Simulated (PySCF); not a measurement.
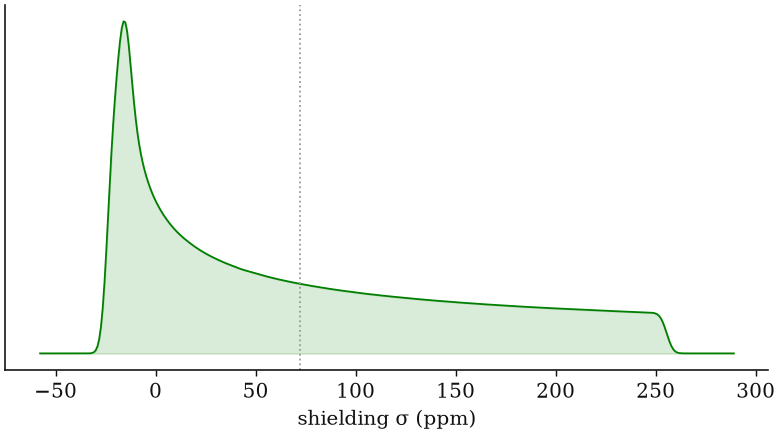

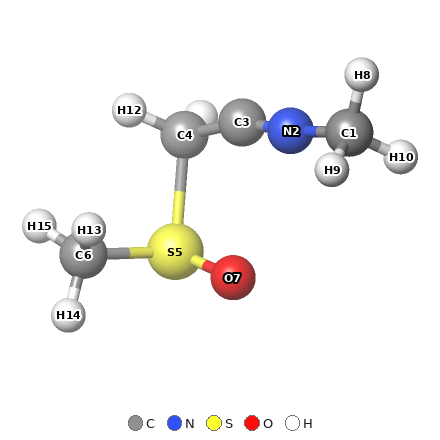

Static powder pattern (¹³C) from GIAO shielding tensors of C₄H₈NOS⁺, SMILES C[N+]#CC[S@](C)=O, PBE0/pcSseg-1 with PySCF 2.14.0, at a GFN2-xTB geometry (no frequency check); absolute shielding, one fixed geometry of the isolated molecule without any motion, no dipolar terms. The dotted line is the isotropic value; skew is 3(σiso − σ22)/span.

Question: The pattern belongs to C3. Give the principal values, span and skew.

Answer: C3: σ11, σ22, σ33 = −24, −15, 255 ppm, isotropic 72, span 280 ppm, skew 0.94.

Caveats: the tight-binding geometry is rougher than a DFT one and adds to the error; one conformer of a flexible molecule.
